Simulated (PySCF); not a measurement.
C8H22N2Si, SMILES `CCN(CC)[SiH2]N(CC)CC`.

PySCF calculation, M06-2X/6-31G*, gas phase; geometry: GFN2-xTB. No frequency check shows the geometry to be a minimum.

Input script:

```python
import numpy as np
from pyscf import gto, scf, dft, lo
from pyscf.data.elements import chemcore

def solve(mol, dm0=None, hcore=None):
    mf = (dft.UKS if mol.spin else dft.RKS)(mol, xc='m062x')
    mf.grids.level = 3
    mf = mf.density_fit(auxbasis='def2-universal-jkfit')
    mf.conv_tol, mf.max_cycle = 1e-8, 80
    if hcore is not None:
        mf.get_hcore = lambda *args: hcore
    mf.kernel(dm0)
    if not mf.converged:
        mf = mf.newton().run(mf.mo_coeff, mf.mo_occ, max_cycle=30)
    assert mf.converged, 'SCF not converged'
    return mf

mol = gto.M(atom='''
C      1.01525     1.97193    -1.51318
C      1.60937     1.54691    -0.16935
N      1.42521     0.13869     0.09594
C      2.48674    -0.72266    -0.36144
C      3.64854    -0.80406     0.63037
Si     0.11836    -0.41635     1.05992
N     -1.37205    -0.23061     0.22150
C     -2.58964     0.19030     0.87380
C     -2.93937     1.64194     0.54033
C     -1.53199    -0.74567    -1.11846
C     -1.96570    -2.21253    -1.15141
H      1.45153     1.39175    -2.32350
H      1.21120     3.02587    -1.69683
H     -0.05824     1.80729    -1.50732
H      1.12702     2.11983     0.62615
H      2.67821     1.78661    -0.15187
H      2.08134    -1.72525    -0.51255
H      2.85648    -0.36260    -1.32851
H      4.42643    -1.46217     0.25097
H      4.07848     0.18012     0.80007
H      3.28685    -1.18801     1.58054
H     -0.01469     0.39523     2.27400
H      0.44226    -1.81115     1.39673
H     -2.45942     0.09489     1.95298
H     -3.41977    -0.46191     0.58074
H     -3.09431     1.76531    -0.52904
H     -3.84725     1.94136     1.05842
H     -2.12479     2.29299     0.84722
H     -0.57159    -0.65289    -1.63046
H     -2.26661    -0.13777    -1.65859
H     -2.92443    -2.34443    -0.65504
H     -2.05865    -2.55436    -2.17954
H     -1.22837    -2.82522    -0.63954
''', basis='6-31g*', charge=0, spin=0, verbose=4)
mf = solve(mol)
occ_all = mf.mo_coeff[:, mf.mo_occ > 0]
occ = occ_all[:, chemcore(mol):]
loc = lo.ibo.ibo(mol, occ, iaos=lo.iao.iao(mol, occ_all))
fock, s = mf.get_fock(), mf.get_ovlp()
ortho = lo.orth_ao(mol, 'meta_lowdin')
ortho = lo.vec_lowdin(lo.iao.iao(mol, occ_all), s)
labels = lo.iao.reference_mol(mol).ao_labels(fmt=None)
vir = lo.vvo.livvo(mol, occ_all, mf.mo_coeff[:, mf.mo_occ == 0])
both = np.hstack([loc, vir])
p = (ortho.T @ s @ both) ** 2
pop = np.array([p[[l[0] == a for l in labels]].sum(0) for a in range(mol.natm)])
spd = np.array([[p[[l[0] == a and l[2][-1] == k for l in labels]].sum(0) for k in 'spd'] for a in range(mol.natm)])
eps = np.einsum('pi,pq,qi->i', both, fock, both)
for i in np.argsort(eps):
    top = np.argsort(-pop[:, i])[:3]
    print('%3d %s %9.4f Eh ' % (i + 1, 'occ' if i < loc.shape[1] else 'vir', eps[i]), '  '.join('%s%d %.3f' % (mol.atom_symbol(a), a + 1, pop[a, i]) for a in top))
np.savez('result.npz', c=both, nocc=loc.shape[1], pop=pop, spd=spd, eps=eps, e=mf.e_tot)
```

Launched as:

```sh
OMP_NUM_THREADS=1 python input.py
```

The run took 4 min on 1 thread of Arm Neoverse V1, on a shared host, peak memory 0.96 GiB.

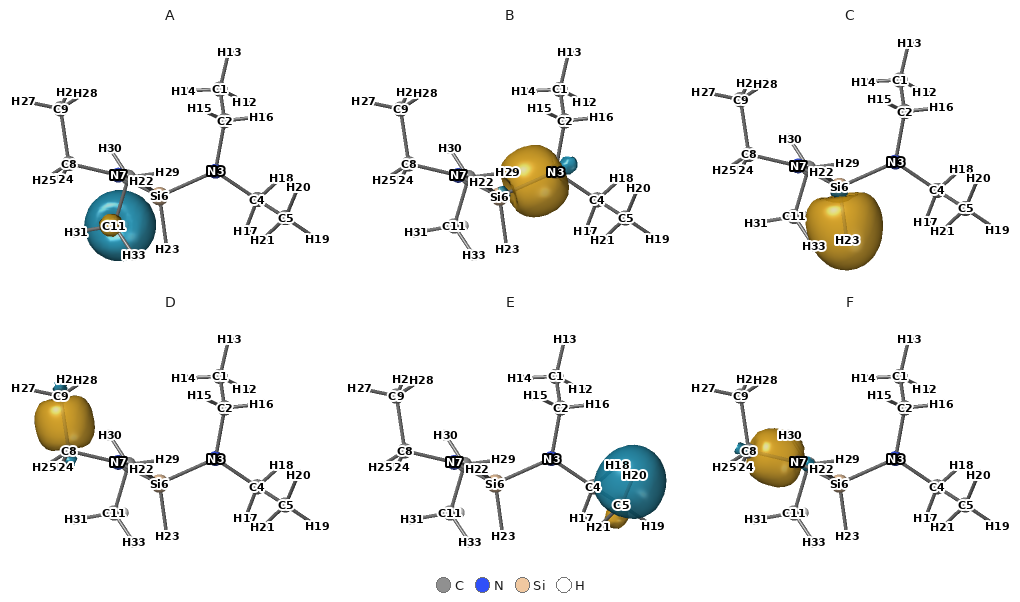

Intrinsic bond orbitals (IBO), occupied; each surface holds about 80 % of the orbital's density. Energies are diagonal elements of the Fock matrix.

**Name the orbitals, with their atomic make-up and energies.**

By panel:
- A: σ bond C11–H32 (C11 57 %, H32 43 %; −14.6 eV)
- B: σ bond N3–Si6 (N3 72 %, Si6 27 %; −17.0 eV)
- C: σ bond H23–Si6 (H23 57 %, Si6 43 %; −12.3 eV)
- D: σ bond C9–C8 (C9 50 %, C8 50 %; −15.7 eV)
- E: σ bond C5–H20 (C5 56 %, H20 43 %; −14.6 eV)
- F: σ bond N7–C8 (N7 57 %, C8 42 %; −18.7 eV)

**How do all the valence pairs divide up?**

34 pairs: 32 σ bonds and 2 lone pairs.
